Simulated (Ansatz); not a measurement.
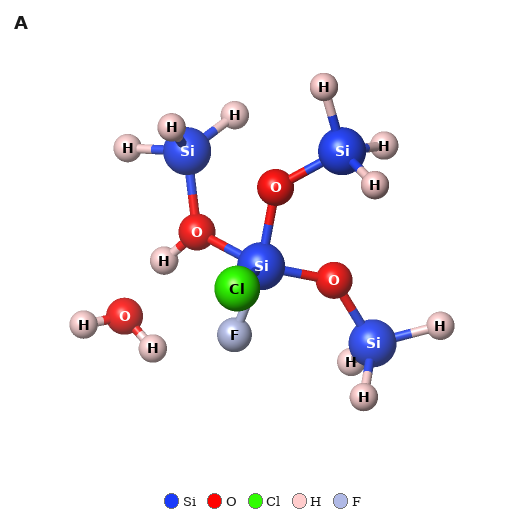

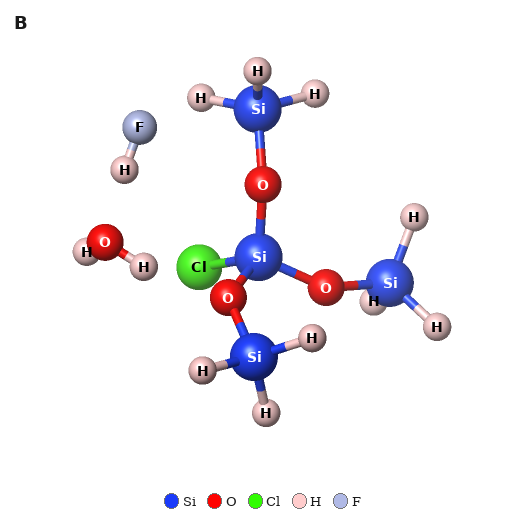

2 stationary structures of one formula. Geometries: PBE0-D4/def2-TZVP. Electronic energies: B2PLYP (frozen core)/def2-TZVPP (Ansatz 0.2.0), without zero-point energy. Each is one conformer, not always the lowest.

Question: Rank them by energy, lowest first.

Answer: B is lowest (a minimum); A lies 0.533 eV above it (a minimum).
